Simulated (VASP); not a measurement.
Band structure of Nb2O5 (space group C2/m). These are PBEsol GGA, VASP's PBE PAW potentials (set 64) (plane waves; VASP 6.6.1) values and carry that method's errors.

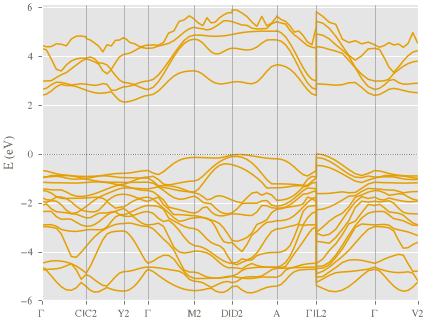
Figure. Bands along high-symmetry lines, zero at the valence-band maximum or, without a gap, the Fermi level

**Question.** Read the plot: is there a gap, and where are the band edges?

**Answer.** The gap is indirect, 2.12 eV, from the valence maximum at L2 to the conduction minimum at Y2. (Edges off the drawn lines would not show.)

The structure comes from a computed database's Nb2O5 entry (C2/m); how it stands against other phases isn't given here. It was relaxed first.
